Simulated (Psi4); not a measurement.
Intermolecular potential of H3ClSi ··· H3B (SMILES [SiH3]Cl and B). Monomers: optimised at B3LYP-D3(BJ) (def2-TZVP), held rigid. Orientation: lowest of the rigid-body minima from ten starts at GFN2-xTB (searched outside a hard wall at short contacts). R is the distance of the centres of mass, along which the second monomer moves. The shortest distances reach bonding range, where SAPT0 and rigid monomers are unreliable.

Computed with SAPT0/jun-cc-pVDZ, frozen core in Psi4.

Components in kcal/mol:

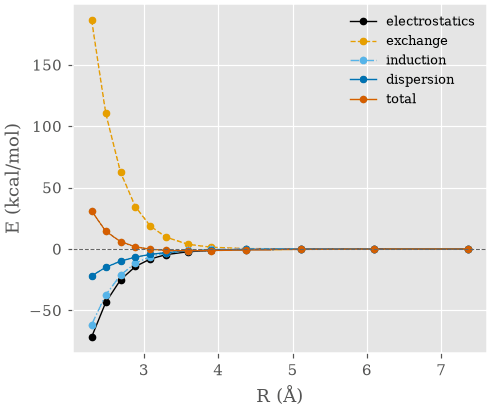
Figure: Components of the interaction energy.

```json
[
 {"R / Å": "2.30", "electrostatics": "-71.82", "exchange": "186.47", "induction": "-61.71", "dispersion": "-22.01", "total": "30.93"},
 {"R / Å": "2.49", "electrostatics": "-43.57", "exchange": "110.52", "induction": "-37.56", "dispersion": "-14.98", "total": "14.41"},
 {"R / Å": "2.69", "electrostatics": "-25.12", "exchange": "62.23", "induction": "-21.25", "dispersion": "-9.98", "total": "5.88"},
 {"R / Å": "2.89", "electrostatics": "-14.32", "exchange": "34.31", "induction": "-11.61", "dispersion": "-6.68", "total": "1.70"},
 {"R / Å": "3.09", "electrostatics": "-8.20", "exchange": "18.59", "induction": "-6.21", "dispersion": "-4.49", "total": "-0.31"},
 {"R / Å": "3.30", "electrostatics": "-4.69", "exchange": "9.64", "induction": "-3.17", "dispersion": "-2.99", "total": "-1.22"},
 {"R / Å": "3.60", "electrostatics": "-2.29", "exchange": "3.70", "induction": "-1.22", "dispersion": "-1.71", "total": "-1.51"},
 {"R / Å": "3.91", "electrostatics": "-1.23", "exchange": "1.35", "induction": "-0.46", "dispersion": "-0.99", "total": "-1.33"},
 {"R / Å": "4.38", "electrostatics": "-0.58", "exchange": "0.28", "induction": "-0.11", "dispersion": "-0.46", "total": "-0.87"},
 {"R / Å": "5.12", "electrostatics": "-0.25", "exchange": "0.02", "induction": "-0.02", "dispersion": "-0.16", "total": "-0.40"},
 {"R / Å": "6.10", "electrostatics": "-0.11", "exchange": "0.00", "induction": "0.00", "dispersion": "-0.05", "total": "-0.16"},
 {"R / Å": "7.36", "electrostatics": "-0.05", "exchange": "0.00", "induction": "0.00", "dispersion": "-0.02", "total": "-0.07"}
]
```
